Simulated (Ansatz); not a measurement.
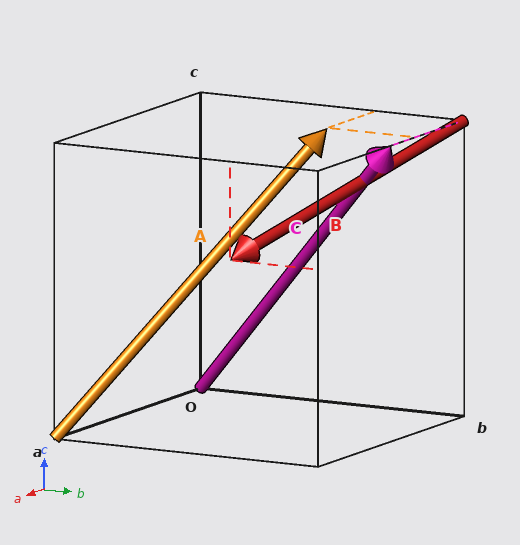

For MoC4, the end point of a relaxation with DFT PBE, scalar-relativistic, plane waves, PAW in Ansatz 0.2.0; the starting structure was generated, so it need not be a known form of this composition: each arrow starts at a corner of the unit cell and ends on its surface; where a tip isn't a corner, dashed lines run from it parallel to the axes. Symmetry computed with spglib at a tolerance of 0.002 Å; standard conventional cell.

a = 4.068 Å, b = 4.068 Å, c = 4.068 Å, α = 90.00°, β = 90.00°, γ = 90.00°.

Question: Which lattice directions are drawn?

Answer: Arrow A runs from (1, 0, 0) to (1/3, 2/3, 1), so [−2 2 3]; Arrow B runs from (0, 1, 1) to (1, 2/3, 2/3), so [3 −1 −1]; Arrow C runs from (0, 0, 0) to (1/2, 1, 1), so [1 2 2].

Question: How long is the vector ua + vb + wc in each case, and what angles do the directions make?

Answer: A 16.773 Å; B 13.492 Å; C 12.204 Å. A–B: 143.6°. A–C: 49.7°. B–C: 95.8°.

Question: In Pm-3m, No. 221, how many directions are equivalent to A (Laue class m-3m, both senses counted)?

Answer: 24.
